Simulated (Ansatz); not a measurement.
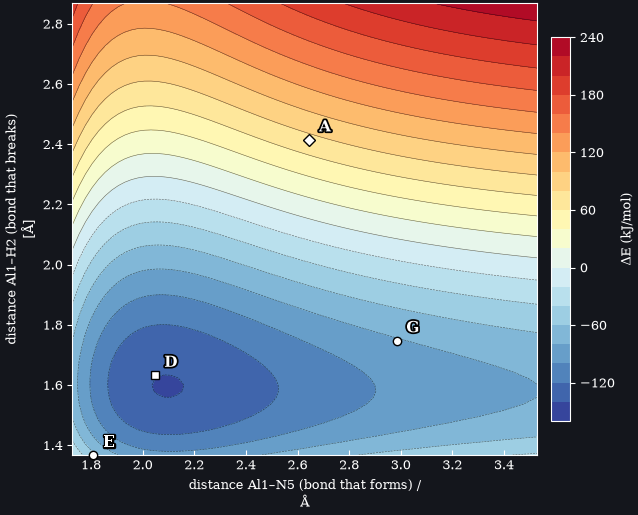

The reacting system C2H6AlN (fragments AlH₃ + C₂H₃N where the first distance is long, C₂H₅AlN + H where the second is long). First axis: distance Al1–N5 (bond that forms). Second axis: distance Al1–H2 (bond that breaks). Relaxed at each point: all other coordinates. The scan uses a 13 × 13 grid. Points are written as (first, second). Energies are in kJ/mol, from a guessed transition structure relaxed with its forming and breaking bonds held. The reference is spin-restricted, so regions where a bond is pulled apart into radicals lie too high. The calculation used Ansatz, RHF/def2-SVP.

Drawn: filled contours, lettered points. Between grid points the surface is interpolated.

Question: Is E the lowest point of the computed grid?

Answer: No. E lies 83 kJ/mol above the lowest grid point, which is at (2.046 Å, 1.633 Å).

Question: Rank the lettered points by energy, lowest first.

Answer: D (−140 kJ/mol), G (−81 kJ/mol), E (−56 kJ/mol), A (74 kJ/mol).
